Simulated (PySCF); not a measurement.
# CH₅BF₂SSi: one change and its effect

System: CH₅BF₂SSi, SMILES FB(F)CS[SiH3].
Method of the first run: GIAO PBE0/pcSseg-2 NMR shielding, non-relativistic, gas phase (PySCF 2.14.0).

The geometry comes from this level: PBE0-D3(BJ)/def2-SVP. Text and figures count atoms from 1; the logs count them from 0 in places.

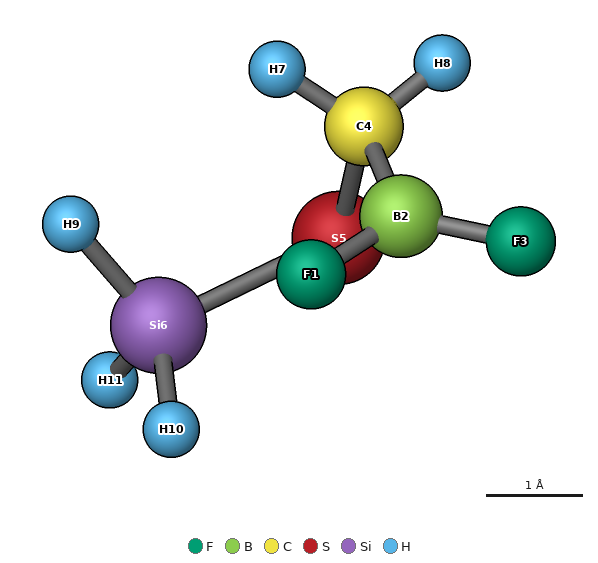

The input geometry (ball-and-stick view, seen at a tilt; atoms are numbered from 1 in the order of the input). Bond lengths as drawn: B–C 1.56 Å, B–F 1.32 Å, C–H 1.10 Å, C–S 1.85 Å, H–Si 1.49 Å and S–Si 2.16 Å.

Input, the first run:
```
{"job": {"kind": "nmr", "xc": "PBE0", "basis": "pcSseg-2", "pop": false}, "charge": 0, "multiplicity": 1}
F     -0.934160     1.726523    -0.164025
B     -1.541616     0.576818    -0.414463
F     -2.460264     0.581718    -1.358562
C     -1.131639    -0.715534     0.353726
S      0.340036    -1.330572    -0.579339
Si     1.855908     0.083716     0.009840
H     -0.869485    -0.552234     1.408832
H     -1.878424    -1.517686     0.284475
H      1.724727     0.347801     1.473822
H      1.786041     1.373539    -0.734518
H      3.143295    -0.600503    -0.297471
```

The first line tells a small driver script what to run in PySCF; the rest is the geometry in Å.

Launched with:
```bash
OMP_NUM_THREADS=1 python <driver script> task.json out
```

Hardware: 1 CPU thread, shared host.

Output (the first run):
```
coarse grid: 10696 points
cycle   1  E = -953.0190923938  dE =  4.263e-01  |g| = 6.458e-01  |ddm| = 2.359e+00
cycle   2  E = -952.9664113587  dE =  5.268e-02  |g| = 9.086e-01  |ddm| = 6.798e-01
cycle   3  E = -953.0850253668  dE = -1.186e-01  |g| = 5.392e-02  |ddm| = 3.645e-01
cycle   4  E = -953.0854406547  dE = -4.153e-04  |g| = 2.769e-02  |ddm| = 5.300e-02
cycle   5  E = -953.0856178121  dE = -1.772e-04  |g| = 6.443e-03  |ddm| = 2.448e-02
cycle   6  E = -953.0856274035  dE = -9.591e-06  |g| = 1.776e-03  |ddm| = 7.445e-03
final grid: 96160 points
cycle   7  E = -953.0915555239  dE = -1.118e-04  |g| = 8.720e-03  |ddm| = 3.792e-02
cycle   8  E = -953.0915415074  dE =  1.402e-05  |g| = 1.126e-02  |ddm| = 1.468e-02
cycle   9  E = -953.0915716541  dE = -3.015e-05  |g| = 6.614e-04  |ddm| = 9.355e-03
cycle  10  E = -953.0915717480  dE = -9.400e-08  |g| = 3.351e-04  |ddm| = 8.779e-04
cycle  11  E = -953.0915717668  dE = -1.873e-08  |g| = 9.135e-05  |ddm| = 2.100e-04
cycle  12  E = -953.0915717682  dE = -1.384e-09  |g| = 1.067e-05  |ddm| = 6.715e-05
cycle  13  E = -953.0915717682  dE = -2.638e-11  |g| = 3.322e-06  |ddm| = 1.185e-05
converged SCF energy = -953.0915717682

GIAO shielding tensors (ppm)
atom      isotropic    diamagn.    paramagn.     s11        s22        s33       span
  0 F      257.316     470.011    -212.695    121.341    288.158    362.449    241.108
  1 B       75.656     195.051    -119.395     58.920     78.896     89.151     30.231
  2 F      265.457     466.009    -200.552    125.007    306.046    365.318    240.311
  3 C      171.740     245.644     -73.904    158.304    175.472    181.443     23.139
  4 S      708.054    1056.809    -348.754    566.196    681.893    876.074    309.879
  5 Si     386.420     878.853    -492.433    338.379    372.395    448.486    110.108
  6 H       29.534      30.200      -0.667     24.873     27.431     36.297     11.424
  7 H       29.347      28.964       0.383     24.236     26.568     37.237     13.002
  8 H       26.688      29.292      -2.604     23.768     24.472     31.824      8.056
  9 H       26.544      29.224      -2.680     22.853     25.303     31.475      8.622
 10 H       26.605      28.461      -1.856     23.073     24.394     32.350      9.278
```

For the second run the input was changed thus:
```diff
-"xc": "PBE0"
+"xc": "B3LYP"
```

What does this change do to the results?

The total energies belong to different methods, so their difference says nothing on which is more stable or more accurate. The HOMO goes from −7.29 to −7.06 eV. The LUMO goes from −0.63 to −0.88 eV. Of all shieldings, the largest change is that of S5, by −32.7 ppm. The functional changes from PBE0 to B3LYP. The number of SCF iterations is the same.

Output (the second run):
```
coarse grid: 10696 points
cycle   1  E = -953.5978412254  dE =  4.161e-01  |g| = 7.106e-01  |ddm| = 2.350e+00
cycle   2  E = -953.5080935413  dE =  8.975e-02  |g| = 1.081e+00  |ddm| = 7.883e-01
cycle   3  E = -953.6768735885  dE = -1.688e-01  |g| = 6.760e-02  |ddm| = 4.396e-01
cycle   4  E = -953.6775696408  dE = -6.961e-04  |g| = 3.317e-02  |ddm| = 6.628e-02
cycle   5  E = -953.6778182694  dE = -2.486e-04  |g| = 8.050e-03  |ddm| = 2.925e-02
cycle   6  E = -953.6778334923  dE = -1.522e-05  |g| = 2.184e-03  |ddm| = 9.525e-03
cycle   7  E = -953.6778344932  dE = -1.001e-06  |g| = 6.684e-04  |ddm| = 2.602e-03
final grid: 96160 points
cycle   8  E = -953.6792881855  dE = -1.086e-04  |g| = 4.385e-03  |ddm| = 3.514e-02
cycle   9  E = -953.6792870196  dE =  1.166e-06  |g| = 4.814e-03  |ddm| = 5.638e-03
cycle  10  E = -953.6792917926  dE = -4.773e-06  |g| = 6.557e-04  |ddm| = 3.112e-03
cycle  11  E = -953.6792918750  dE = -8.240e-08  |g| = 2.699e-04  |ddm| = 8.541e-04
cycle  12  E = -953.6792918936  dE = -1.854e-08  |g| = 6.642e-05  |ddm| = 3.224e-04
cycle  13  E = -953.6792918945  dE = -9.179e-10  |g| = 1.555e-05  |ddm| = 5.552e-05
converged SCF energy = -953.6792918945

GIAO shielding tensors (ppm)
atom      isotropic    diamagn.    paramagn.     s11        s22        s33       span
  0 F      256.265     470.804    -214.539    121.198    286.744    360.854    239.656
  1 B       72.743     193.882    -121.139     55.591     76.166     86.471     30.880
  2 F      264.214     466.611    -202.397    124.757    304.484    363.401    238.644
  3 C      165.759     243.290     -77.532    151.895    169.484    175.897     24.002
  4 S      675.349    1056.992    -381.643    530.644    644.560    850.842    320.197
  5 Si     370.850     878.422    -507.572    321.682    355.921    434.947    113.265
  6 H       29.667      30.318      -0.651     25.221     27.648     36.131     10.910
  7 H       29.495      29.410       0.085     24.579     26.868     37.038     12.459
  8 H       26.880      29.378      -2.498     24.033     24.695     31.911      7.878
  9 H       26.714      29.278      -2.564     23.095     25.508     31.539      8.444
 10 H       26.811      28.571      -1.760     23.343     24.645     32.444      9.102
```

The two runs side by side:

| quantity | the first run | the second run |
| --- | --- | --- |
| outcome | converged | converged |
| total energy (hartree) | −953.091572 | −953.679292 |
| HOMO (eV) | −7.29 | −7.06 |
| LUMO (eV) | −0.63 | −0.88 |
| dipole moment (D) | 1.68 | 1.66 |
| shielding of F1 (ppm) | 257.3 | 256.3 |
| shielding of B2 (ppm) | 75.7 | 72.7 |
| shielding of F3 (ppm) | 265.5 | 264.2 |
| shielding of C4 (ppm) | 171.7 | 165.8 |
| shielding of S5 (ppm) | 708.1 | 675.3 |
| shielding of Si6 (ppm) | 386.4 | 370.9 |
| shielding of H11 (ppm) | 26.6 | 26.8 |
| SCF iterations | 13 | 13 |
| basis functions | 300 | 300 |
| wall time (shared host) | 49 s | 45 s |
